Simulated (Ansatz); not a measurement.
**Tantalum, fcc under LDA: structure, energy and stiffness**

Aim: take tantalum in the fcc structure, relax it, solve it on a dense k-mesh, switch on spin-orbit coupling, then scale the cell to 7 volumes from 88 to 112 % of the relaxed one and try a fit of the equation of state. The k-meshes are 13×13×13 for the relaxation; 21×21×21 for the dense run; 13×13×13 for spin-orbit coupling; 15×15×15 for the volumes.

This is Ta in the fcc structure; at room conditions it is bcc.

Method: DFT LDA (PW92), plane waves (420 eV) with PAW, scalar-relativistic; PAW files made under PBE, frozen cores solved again for the functional, in Ansatz 0.2.0.

**1. The structure to begin with**

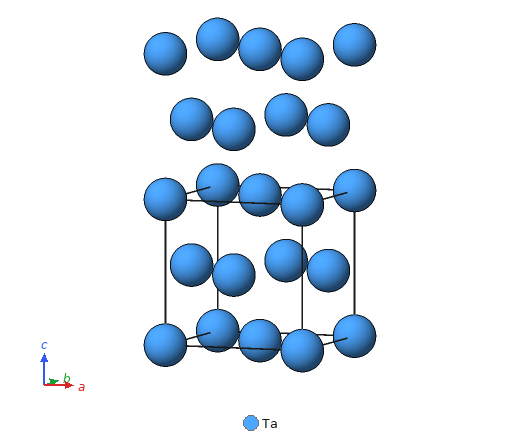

The structure, seen slightly off an axis (tantalum blue). 1×1×2 conventional cells are drawn; the run uses a primitive one. Any atoms on the faces are drawn again on the opposite ones.

Structure file:

```cif
data_structure
_symmetry_space_group_name_H-M 'Fm-3m'
_symmetry_Int_Tables_number 225
_cell_length_a 4.1650
_cell_length_b 4.1650
_cell_length_c 4.1650
_cell_angle_alpha 90.000
_cell_angle_beta 90.000
_cell_angle_gamma 90.000
_cell_volume 72.25
loop_
_atom_site_label
_atom_site_type_symbol
_atom_site_symmetry_multiplicity
_atom_site_Wyckoff_symbol
_atom_site_fract_x
_atom_site_fract_y
_atom_site_fract_z
_atom_site_occupancy
Ta1 Ta 4 a 0.00000 0.00000 0.00000 1
```

**2. Geometry optimisation**

Input file input.yaml:

```yaml
crystal:
  lattice:
    - [0.0, 2.0825235034, 2.0825235034]
    - [2.0825235034, 0.0, 2.0825235034]
    - [2.0825235034, 2.0825235034, 0.0]
  atoms:
    - { symbol: Ta, position: [0.0, 0.0, 0.0] }
hamiltonian:
  xc: lda
  pseudopotentials:
    kind: paw
    azcp:
      Ta: "pseudopotentials/Ta.paw.azcp"
basis:
  ecutwfc: 420
  fft_grid_basis: typed
kpoints:
  mp_grid: { grid: [13, 13, 13], shift: [0, 0, 0] }
magnetization:
  spin_polarized: false
scf:
  occupations: { method: fermi_dirac, width: 0.1 }
relax:
  max_steps: 60
  f_tol: 0.01
  cell: {}
```

On the command line:

```
> ansatz run input.yaml --threads 2 --pin off --max-ram 5120MiB --backend cpu --events-out ev --progress --plain --runs-dir out
```

Standard output:

```text
Warning: <dir> the record states the generating functional pbe (its physics header spells it `PBE`), which answers neither for hamiltonian.xc's functional nor for the lda family's — results may be inconsistent (PPs are generated against a specific XC)
Warning: RAYON_NUM_THREADS=2 ignored (pool sized by the plan → 2); use --threads N
Engine: ansatz 0.2.0, aarch64-unknown-linux-gnu
Pseudopotentials: kind: paw
Pseudopotential: Ta, paw, valence charge 13, recommended cutoff 420 eV (normal), <dir>
Functional definition: SPW92
  exchange = slater_x
  correlation = pw_c
Crystal: 1 atoms, lattice volume = 18.063 Å³
Basis set: ecut = 420 eV, 339 PW (Γ)
Bands: 11, of which v1, the nominal top of the filled ones, is band 7 counted from 1 (6 counted from 0)
Symmetry: 48 space group operations
Space group: Fm-3m (ITA 225), of the structure as read, at distance tolerance 2.6e-5 Å
k-points: 84 of 2197
Non-local potential: Ta, projectors of the file, l = 0: 3, l = 1: 2, l = 2: 2, l = 3: 1
PAW form: soft (Blöchl's): semilocal exchange-correlation on the pseudo side does not see the compensation charge
PAW frozen core: Ta, regenerated for the run's functional, and the local potential with it (the file was generated under x = pbe(κ = 0.804, μ = 0.2195149727645171), c = pbe(β = 0.06672455060314922))
PAW one-centre angular grid: Ta, 590 points (default); XC on 64 Gauss nodes
Initial density: superposition of atomic densities (neutral atoms: chi_scale 0, normalization atom), corrected by the library's trained network
Initial wavefunctions: pseudopotential atomic-orbital guess
Functional: x = slater, c = lda
SCF iter   1: F=—  HF=-9682.341050 eV  |F-HF|=—  |Δ(HF+E_count)|=         —  Δρ=4.30e-3  dr2=2.35e-3  ethr=1.77e-3  ⟨swp⟩=5.2  Hψ=5212  notcnv=0
preconditioner: auto → none  [metal: Δε(μ)=0.076 eV  Ē_g=8.087 eV  σ=0.100 eV  W_gap=0.19  n_scr=0 (ndim 8)  ℏωp=19.5 eV  f_vac=0.000  D(μ)=1.13/eV (n_scr^D=14)]
SCF iter   2: F=—  HF=-9682.340401 eV  |F-HF|=—  |Δ(HF+E_count)|=   6.49e-4  Δρ=1.88e-3  dr2=2.47e-4  ethr=1.81e-5  ⟨swp⟩=1.6  Hψ=1713  notcnv=0
SCF iter   3: F=—  HF=-9682.340440 eV  |F-HF|=—  |Δ(HF+E_count)|=   3.86e-5  Δρ=4.49e-4  dr2=9.96e-6  ethr=1.90e-6  ⟨swp⟩=1.4  Hψ=957  notcnv=0
SCF iter   4: F=—  HF=-9682.340444 eV  |F-HF|=—  |Δ(HF+E_count)|=   4.30e-6  Δρ=1.98e-5  dr2=2.70e-8  ethr=7.66e-8  ⟨swp⟩=1.1  Hψ=935  notcnv=0
iter 5 did not close the SCF: its close was put off for the readings that it lacked (scf_convergence_deferred on its scf_iter line)
SCF iter   5: F=-9682.340444 eV  HF=-9682.340444 eV  |F-HF|=1.41e-9  |Δ(HF+E_count)|=   8.48e-9  Δρ=3.05e-6  dr2=1.62e-9  ethr=2.08e-10  ⟨swp⟩=2.9  Hψ=1534  notcnv=0
SCF iter   6: F=-9682.340444 eV  HF=-9682.340444 eV  |F-HF|=1.82e-11  |Δ(HF+E_count)|=  8.09e-10  Δρ=4.27e-7  dr2=2.23e-11  ethr=1.25e-11  ⟨swp⟩=1.8  Hψ=2865  notcnv=0
SCF 1 converged in 6 iterations: F = -9682.340444 eV  dr2 = 2.23e-11
relax step   1: F+E_penalty+E_count = -9682.34044409 eV  Δ(F+E_penalty+E_count) = +0.000e0 eV  max|allowed force component| = 0.000e0 eV/Å  Δτ_max = 0.0000 Å  P = -3.513 GPa  Ω = 18.063 Å³  (6 SCF iters, dr2 threshold 1.00e-7 eV, accepted)
Crystal: 1 atoms, lattice volume = 16.874 Å³
Basis set: ecut = 420 eV, 331 PW (Γ)
Initial density: handed on by an earlier stage of this run
Initial wavefunctions: those handed on with the density
iter 1 solved again at ethr=3.55e-6 eV; its pass at ethr=3.10e-3 eV (dr2=4.62e-4 eV) is discarded
SCF iter   1: F=—  HF=-9682.312319 eV  |F-HF|=—  |Δ(HF+E_count)|=         —  Δρ=2.03e-3  dr2=4.96e-4  ethr=3.55e-6  ⟨swp⟩=1.9  Hψ=6856  notcnv=0
preconditioner: auto → none  [metal: Δε(μ)=0.017 eV  Ē_g=8.660 eV  σ=0.100 eV  W_gap=0.04  n_scr=0 (ndim 8)  ℏωp=20.2 eV  f_vac=0.000  D(μ)=1.08/eV (n_scr^D=14)]
SCF iter   2: F=—  HF=-9682.312444 eV  |F-HF|=—  |Δ(HF+E_count)|=   1.25e-4  Δρ=7.49e-4  dr2=3.91e-5  ethr=3.55e-6  ⟨swp⟩=2.7  Hψ=1313  notcnv=0
SCF iter   3: F=—  HF=-9682.312538 eV  |F-HF|=—  |Δ(HF+E_count)|=   9.45e-5  Δρ=1.53e-4  dr2=1.14e-6  ethr=3.01e-7  ⟨swp⟩=2.0  Hψ=1099  notcnv=0
SCF iter   4: F=-9682.312544 eV  HF=-9682.312544 eV  |F-HF|=8.35e-10  |Δ(HF+E_count)|=   6.15e-6  Δρ=5.62e-6  dr2=4.07e-9  ethr=7.69e-10  ⟨swp⟩=4.9  Hψ=3114  notcnv=0
SCF 2 converged in 4 iterations: F = -9682.312544 eV  dr2 = 4.07e-9
relax step   2: F+E_penalty+E_count = -9682.31254446 eV  Δ(F+E_penalty+E_count) = +2.790e-2 eV  max|allowed force component| = 0.000e0 eV/Å  Δτ_max = 0.0000 Å  P = +11.946 GPa  Ω = 16.874 Å³  energy of the carried Pulay correction = +3.333e-4 eV  (4 SCF iters, dr2 threshold 1.00e-7 eV, rejected (line search))
Crystal: 1 atoms, lattice volume = 17.779 Å³
iter 1 solved again at ethr=2.96e-6 eV; its pass at ethr=3.10e-3 eV (dr2=3.84e-4 eV) is discarded
SCF iter   1: F=—  HF=-9682.343782 eV  |F-HF|=—  |Δ(HF+E_count)|=         —  Δρ=1.57e-3  dr2=3.31e-4  ethr=2.96e-6  ⟨swp⟩=2.1  Hψ=6805  notcnv=0
preconditioner: auto → none  [metal: Δε(μ)=0.044 eV  Ē_g=8.234 eV  σ=0.100 eV  W_gap=0.11  n_scr=0 (ndim 8)  ℏωp=19.7 eV  f_vac=0.000  D(μ)=1.11/eV (n_scr^D=14)]
SCF iter   2: F=—  HF=-9682.343843 eV  |F-HF|=—  |Δ(HF+E_count)|=   6.11e-5  Δρ=5.71e-4  dr2=2.40e-5  ethr=2.55e-6  ⟨swp⟩=2.7  Hψ=1319  notcnv=0
SCF iter   3: F=—  HF=-9682.343899 eV  |F-HF|=—  |Δ(HF+E_count)|=   5.55e-5  Δρ=1.28e-4  dr2=8.99e-7  ethr=1.85e-7  ⟨swp⟩=2.1  Hψ=1095  notcnv=0
SCF iter   4: F=—  HF=-9682.343905 eV  |F-HF|=—  |Δ(HF+E_count)|=   6.42e-6  Δρ=4.97e-6  dr2=3.84e-9  ethr=6.92e-9  ⟨swp⟩=2.1  Hψ=1183  notcnv=0
SCF iter   5: F=—  HF=-9682.343905 eV  |F-HF|=—  |Δ(HF+E_count)|=  2.29e-10  Δρ=4.98e-7  dr2=3.12e-11  ethr=2.95e-11  ⟨swp⟩=2.6  Hψ=1491  notcnv=0
SCF iter   6: F=-9682.343905 eV  HF=-9682.343905 eV  |F-HF|=3.64e-12  |Δ(HF+E_count)|=  1.09e-11  Δρ=2.76e-8  dr2=5.03e-14  ethr=1.00e-12  ⟨swp⟩=5.0  Hψ=3329  notcnv=0
SCF 3 converged in 6 iterations: F = -9682.343905 eV  dr2 = 5.03e-14
relax step   3: F+E_penalty+E_count = -9682.34390532 eV  Δ(F+E_penalty+E_count) = -3.461e-3 eV  max|allowed force component| = 0.000e0 eV/Å  Δτ_max = 0.0000 Å  P = -0.251 GPa  Ω = 17.779 Å³  energy of the carried Pulay correction = +7.778e-5 eV  (6 SCF iters, accepted)
Crystal: 1 atoms, lattice volume = 17.758 Å³
iter 1 solved again at ethr=2.55e-9 eV; its pass at ethr=3.10e-3 eV (dr2=3.32e-7 eV) is discarded
SCF iter   1: F=—  HF=-9682.343927 eV  |F-HF|=—  |Δ(HF+E_count)|=         —  Δρ=3.47e-5  dr2=1.56e-7  ethr=2.55e-9  ⟨swp⟩=2.5  Hψ=6327  notcnv=0
preconditioner: auto → none  [metal: Δε(μ)=0.040 eV  Ē_g=8.238 eV  σ=0.100 eV  W_gap=0.10  n_scr=0 (ndim 8)  ℏωp=19.7 eV  f_vac=0.000  D(μ)=1.11/eV (n_scr^D=14)]
SCF iter   2: F=-9682.343927 eV  HF=-9682.343927 eV  |F-HF|=2.61e-8  |Δ(HF+E_count)|=   2.63e-8  Δρ=1.31e-5  dr2=1.31e-8  ethr=7.69e-10  ⟨swp⟩=2.5  Hψ=3234  notcnv=0
SCF 4 converged in 2 iterations: F = -9682.343927 eV  dr2 = 1.31e-8
relax step   4: F+E_penalty+E_count = -9682.34392749 eV  Δ(F+E_penalty+E_count) = -2.217e-5 eV  max|allowed force component| = 0.000e0 eV/Å  Δτ_max = 0.0000 Å  P = -0.003 GPa  Ω = 17.758 Å³  energy of the carried Pulay correction = +8.348e-5 eV  (2 SCF iters, dr2 threshold 1.00e-7 eV, accepted)
Initial wavefunctions: pseudopotential atomic-orbital guess (no wavefunctions were taken with the density)
iter 1 solved again at ethr=6.07e-8 eV; its pass at ethr=3.10e-3 eV (dr2=7.89e-6 eV) is discarded
SCF iter   1: F=—  HF=-9682.343852 eV  |F-HF|=—  |Δ(HF+E_count)|=         —  Δρ=1.71e-5  dr2=1.57e-8  ethr=6.07e-8  ⟨swp⟩=3.2  Hψ=7693  notcnv=0
SCF iter   2: F=—  HF=-9682.343852 eV  |F-HF|=—  |Δ(HF+E_count)|=   2.55e-7  Δρ=8.04e-6  dr2=2.39e-9  ethr=1.21e-10  ⟨swp⟩=2.2  Hψ=1302  notcnv=0
SCF iter   3: F=—  HF=-9682.343852 eV  |F-HF|=—  |Δ(HF+E_count)|=   7.55e-9  Δρ=9.35e-7  dr2=7.31e-11  ethr=1.84e-11  ⟨swp⟩=2.0  Hψ=1171  notcnv=0
SCF iter   4: F=-9682.343852 eV  HF=-9682.343852 eV  |F-HF|=1.82e-12  |Δ(HF+E_count)|=  7.09e-11  Δρ=1.30e-7  dr2=9.75e-13  ethr=1.00e-12  ⟨swp⟩=5.9  Hψ=3544  notcnv=0
SCF 5 converged in 4 iterations: F = -9682.343852 eV  dr2 = 9.75e-13
relax step   5: F+E_penalty+E_count = -9682.34385232 eV  Δ(F+E_penalty+E_count) = +7.516e-5 eV  max|allowed force component| = 0.000e0 eV/Å  Δτ_max = 0.0000 Å  P = -0.010 GPa  Ω = 17.758 Å³  stress off target by 9.92e-3 GPa  SCF on the basis re-selected at this cell (its energy is not comparable with the rows above)  (4 SCF iters)
basis re-selected at this cell: Δ(F+E_penalty+E_count) = +7.516e-5 eV, ΔP = -0.007 GPa vs the last step (what re-selecting the basis moved, of the pressure what is left beyond the Pulay correction that the steps carried, after the strain that the cell walked since its last selection, with what the two solves' SCF thresholds leave and, on support functions, any second-order correction that the steps lacked; it is no measure of the basis error at this ecutwfc). This SCF's stress stands 9.92e-3 GPa from its target on what of the cell is left free (relax.cell.stress_tol is 5.00e-2 GPa) and its largest allowed force component is 0.00e0 eV/Å (relax.f_tol is 1.00e-2 eV/Å): within both
SCF converged after 4 iterations
Free energy (F): -9682.343852 eV
Harris-Foulkes:  -9682.343852 eV  (|F-HF|=1.82e-12)
Internal energy: -9682.306441 eV  (E = F + TS)
E sigma→0 (E₀):  -9682.325147 eV
Entropy (-TS):   -0.037411 eV (-37.411 meV/atom)
Fermi energy:    18.975891 eV
--- Per-component energies (eV) ---
  E_band       = -103.401347
  E_kinetic    = 367.057904
  E_local      = -545.680154  (includes V_loc(G=0)·N_el)
  E_nonlocal   = 20.569386
  E_hartree    = 188.477962
  E_xc         = -217.039636
  E_vxc        = -204.329548  (∫ρ·V_xc dr)
  E_paw        = -8148.897189  (= ΣΔE_a)
  E_vpaw       = -117.975002  (= ΣTr[D̂ρ^β])
  E_aug_tail   = 0.000149  (compensation charges beyond the density's cutoff)
  E_ewald      = -1347.053765
  E_core_change = 0.258903  (= ΣΔE_core)
  E_smearing   = -0.037411  (= −TS)
  E_closure    = 0.000000  (closes the sum)
  Σ components = -9682.343852   (vs F -9682.343852, Δ=0.00e0)
--- Forces (eV/Å), atoms counted from 1 ---
  atom   1  Ta     0.00000000     0.00000000     0.00000000
  max |Σ_I F_I| component: 9.45e-32 eV/Å
--- Stress (GPa, compression-positive) ---
       -0.009919      -0.000000      -0.000000
       -0.000000      -0.009919      -0.000000
       -0.000000      -0.000000      -0.009919
  P = ⅓ Tr σ = -0.0099 GPa (-0.099 kbar)
--- Relaxed structure (4 steps of the walk, 3 accepted, 1 SCFs on fresh bases) ---
  F+E_penalty+E_count = -9682.34385232 eV   max|allowed force component| = 0.000e0 eV/Å   (the final SCF, on the basis selected at the relaxed cell)
  cell:  # Å, volume = 17.7578 Å³
    - [-2.7069163547793117e-35, 2.0707127537627055, 2.0707127537627055]
    - [2.0707127537627055, -6.209984702787971e-35, 2.0707127537627055]
    - [2.0707127537627055, 2.0707127537627055, 5.573063160979552e-36]
  atoms:
    - { symbol: Ta, position: [0.0, 0.0, 0.0] }
```

It took 2 s on 2 threads of Arm Neoverse V2, shared host; peak memory 0.27 GiB.

The walk, from the log:

| step | energy change (meV/atom) | largest force (eV/Å) | pressure (GPa) | volume (Å³/atom) | accepted |
| --- | --- | --- | --- | --- | --- |
| 1 | 0.00 | 0.0000 | -3.51 | 18.063 | yes |
| 2 | 27.90 | 0.0000 | 11.95 | 16.874 | no |
| 3 | -3.46 | 0.0000 | -0.25 | 17.779 | yes |
| 4 | -3.48 | 0.0000 | 0.00 | 17.758 | yes |
| 5 | -3.41 | 0.0000 | -0.01 | 17.758 | yes |

Steps that repeat a cell are solved on a basis chosen anew, so their changes of energy are no gain of the relaxation.

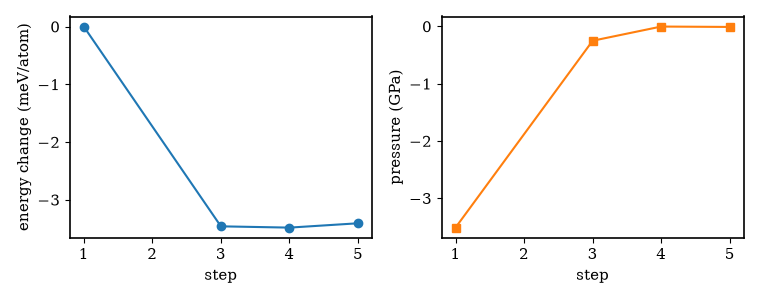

Energy and pressure over the accepted steps.

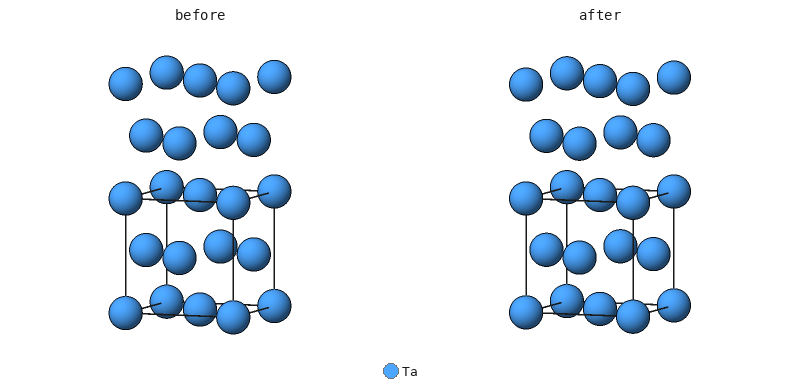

The structure before (left) and after (right), drawn at the same scale. The cells drawn are those of the first picture.

The cell of the run, before and after:

|  | before | after | change |
| --- | --- | --- | --- |
| a (Å) | 2.945 | 2.928 | -0.6 % |
| b (Å) | 2.945 | 2.928 | -0.6 % |
| c (Å) | 2.945 | 2.928 | -0.6 % |
| volume (Å³/atom) | 18.063 | 17.758 | -1.7 % |
| shortest distance (Å) | 2.945 | 2.928 | -0.6 % |
| space group (spins left aside) | Fm-3m | Fm-3m | same |

**3. The energy on a finer k-mesh**

Input file input.yaml:

```yaml
crystal:
  lattice:
    - [0.0, 2.0707127538, 2.0707127538]
    - [2.0707127538, 0.0, 2.0707127538]
    - [2.0707127538, 2.0707127538, 0.0]
  atoms:
    - { symbol: Ta, position: [0.0, 0.0, 0.0] }
hamiltonian:
  xc: lda
  pseudopotentials:
    kind: paw
    azcp:
      Ta: "pseudopotentials/Ta.paw.azcp"
basis:
  ecutwfc: 420
  fft_grid_basis: typed
kpoints:
  mp_grid: { grid: [21, 21, 21], shift: [0, 0, 0] }
magnetization:
  spin_polarized: false
scf:
  occupations: { method: fermi_dirac, width: 0.1 }
output:
  write_density: true
  write_potential: true
  elf: true
  volumetric_format: npy
```

On the command line:

```
> ansatz run input.yaml --threads 2 --pin off --max-ram 5120MiB --backend cpu --events-out ev --progress --plain --runs-dir out
```

Standard output (excerpt; [...] marks lines left out):

```text
Warning: <dir> the record states the generating functional pbe (its physics header spells it `PBE`), which answers neither for hamiltonian.xc's functional nor for the lda family's — results may be inconsistent (PPs are generated against a specific XC)
Warning: RAYON_NUM_THREADS=2 ignored (pool sized by the plan → 2); use --threads N
[...]
[... 3 set-up lines as earlier in the session ...]
[...]
Crystal: 1 atoms, lattice volume = 17.758 Å³
Basis set: ecut = 420 eV, 331 PW (Γ)
Bands: 11, of which v1, the nominal top of the filled ones, is band 7 counted from 1 (6 counted from 0)
[... 2 set-up lines as earlier in the session ...]
k-points: 286 of 9261
[...]
SCF iter   1: F=—  HF=-9682.341306 eV  |F-HF|=—  |Δ(HF+E_count)|=         —  Δρ=4.40e-3  dr2=2.55e-3  ethr=1.77e-3  ⟨swp⟩=5.1  Hψ=17708  notcnv=0
[...]
SCF iter   6: F=-9682.340586 eV  HF=-9682.340586 eV  |F-HF|=0.00e0  |Δ(HF+E_count)|=  5.60e-10  Δρ=3.51e-7  dr2=1.15e-11  ethr=8.81e-12  ⟨swp⟩=1.0  Hψ=9032  notcnv=0
[...]
SCF converged after 6 iterations
Free energy (F): -9682.340586 eV
[...]
E sigma→0 (E₀):  -9682.321011 eV
Entropy (-TS):   -0.039149 eV (-39.149 meV/atom)
Fermi energy:    18.991418 eV
[...]
--- Band table (eV; the first three rows and the last of 286) ---
  k-point 0: bands = ["-48.4423", "-14.3691", "-14.3691", "-14.3691", "10.6702", "19.3566", "19.3566", "19.3566", "22.5508", "22.5508", "31.3769"]
[...]
```

Run time: 1.4 s. Hardware: 2 threads of Arm Neoverse V2, shared host; peak memory 0.32 GiB.

The maps below are laid out on this run's own conventional cell (a, b, c = 4.141, 4.141, 4.141 Å).

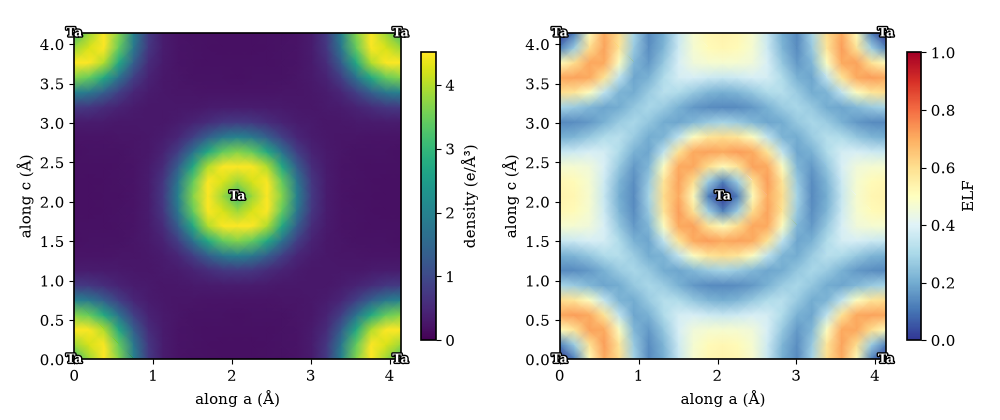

Density (left) and ELF (right) in a lattice plane of the grid's cell (edges 4.14 and 4.14 Å, at 0.000 of the third edge), which holds Ta. Only atoms in the plane are labelled. Both are smooth fields of the valence electrons: close to the nuclei they are not physical.

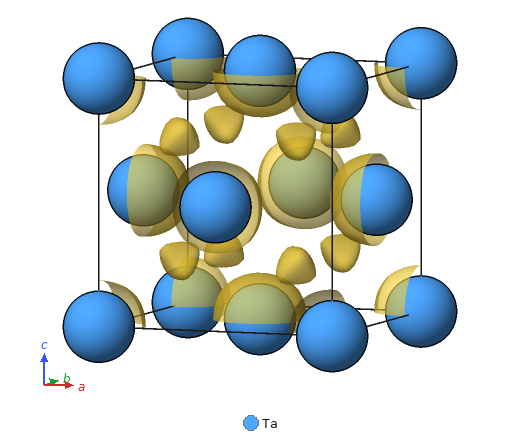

Surface of ELF = 0.58, drawn in one cell.

Maxima of ELF outside the ion cores: 0.64 between the atoms, 1.7 Å from Ta.

**4. Spin-orbit coupling switched on**

Input file input.yaml:

```yaml
crystal:
  lattice:
    - [0.0, 2.0707127538, 2.0707127538]
    - [2.0707127538, 0.0, 2.0707127538]
    - [2.0707127538, 2.0707127538, 0.0]
  atoms:
    - { symbol: Ta, position: [0.0, 0.0, 0.0] }
hamiltonian:
  xc: lda
  pseudopotentials:
    kind: paw_fr
    azcp:
      Ta: "pseudopotentials/Ta.paw.azcp"
basis:
  ecutwfc: 420
  fft_grid_basis: typed
kpoints:
  mp_grid: { grid: [13, 13, 13], shift: [0, 0, 0] }
magnetization:
  noncollinear: true
  spin_orbit: true
scf:
  occupations: { method: fermi_dirac, width: 0.1 }
```

On the command line:

```
> ansatz run input.yaml --threads 2 --pin off --max-ram 5120MiB --backend cpu --events-out ev --progress --plain --runs-dir out
```

Standard output (excerpt; [...] marks lines left out):

```text
Warning: <dir> the record states the generating functional pbe (its physics header spells it `PBE`), which answers neither for hamiltonian.xc's functional nor for the lda family's — results may be inconsistent (PPs are generated against a specific XC)
Warning: RAYON_NUM_THREADS=2 ignored (pool sized by the plan → 2); use --threads N
[...]
Pseudopotentials: kind: paw_fr
Pseudopotential: Ta, paw_fr, valence charge 13, recommended cutoff 420 eV (normal), <dir>
[... 1 set-up line as earlier in the session ...]
[...]
non-collinear run that drives no moment, with spin-orbit: no starting moment large enough to seed its density (crystal.atoms[].spin), no starting occupations that ask for one, no magnetisation constraint and no magnetic field, so the semilocal B_xc is pinned to zero
Crystal: 1 atoms, lattice volume = 17.758 Å³
Basis set: ecut = 420 eV, 331 PW (Γ)
Bands: 22, of which v1, the nominal top of the filled ones, is band 13 counted from 1 (12 counted from 0)
Symmetry: 48 space group operations + 48 with time reversal
Magnetic group: BNS 225.117 (UNI 1619), of the structure as read, at distance tolerance 2.6e-5 Å
k-points: 84 of 2197
Projection manifold: j_resolved (fully-relativistic pseudo-atomic orbitals)
[...]
SCF iter   1: F=—  HF=-9704.123788 eV  |F-HF|=—  |Δ(HF+E_count)|=         —  Δρ=4.31e-2  dr2=2.84e-1  dr2_m=0.00e0 (ungated)  ethr=3.10e-3  |M|=0.00e0 ∫|m|=0.00e0 μB  |m|>n=0.0e0 m-floor=0.0e0 τ_xc=0.0e0  β_m=0.30  ⟨swp⟩=6.1  Hψ=4645  notcnv=0  defer=10
[...]
SCF iter   6: F=-9704.027674 eV  HF=-9704.027674 eV  |F-HF|=1.36e-10  |Δ(HF+E_count)|=   4.83e-8  Δρ=1.34e-6  dr2=2.04e-10  dr2_m=0.00e0 (ungated)  ethr=6.52e-10  |M|=0.00e0 ∫|m|=0.00e0 μB  |m|>n=0.0e0 m-floor=0.0e0 τ_xc=0.0e0  ⟨swp⟩=1.0  Hψ=2458  notcnv=0
[...]
SCF converged after 6 iterations
Magnetization: |M| = 0.0000 μB,  M = (+0.0000, +0.0000, +0.0000) μB
Absolute magnetization: 0.0000 μB (∫|m|)
  site 0: m = (+0.0000, +0.0000, +0.0000) μB, |m| = 0.0000 μB  (R = 1.21 Å)
Free energy (F): -9704.027674 eV
[...]
E sigma→0 (E₀):  -9704.007913 eV
Entropy (-TS):   -0.039521 eV (-39.521 meV/atom)
Fermi energy:    18.926226 eV
[...]
```

It took 1.5 s on 2 threads of Arm Neoverse V2, shared host; peak memory 0.33 GiB.

Side by side:

|  | scalar-relativistic | with spin-orbit coupling |
| --- | --- | --- |
| k-mesh | 21×21×21 | 13×13×13 |
| gap on the mesh | none (levels filled in part) | none (levels filled in part) |

The meshes differ, so small differences between the columns need not come from spin-orbit coupling.

[end of part 1 of 2]
